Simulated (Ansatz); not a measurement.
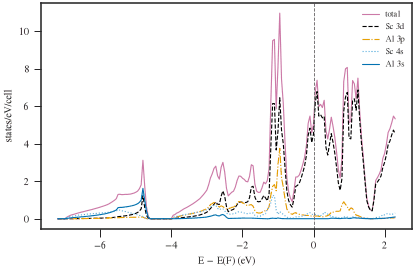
*Total and projected density of states of Sc3Al (Cu3Au type, space group No. 221), plane-wave PAW LDA (Ansatz code)*

Task: Which orbitals carry the states next to the Fermi level?

Result: Within 0.5 eV of the Fermi level: Sc 3d 87 %. Projections are on Löwdin-orthogonalised atomic valence shells; empty p or d shells of many metals are not among them.

Task: Where is the tallest occupied peak in this window, and what makes it?

Result: Near -0.9 eV, about 11 states/eV per cell; the largest projected share is Sc 3d.

Space group Pm-3m (Cu3Au type). The workflow started from a Materials Project entry (that database holds measured and hypothetical structures alike); the Crystallography Open Database copy checked does not list it. Whether it is the stable phase at ambient conditions was not checked. Symmetry was held in the LDA relaxation; whether a distortion lowers the energy is not shown. No spin polarisation was allowed.

Potentials: the later of the program's two PAW sets.
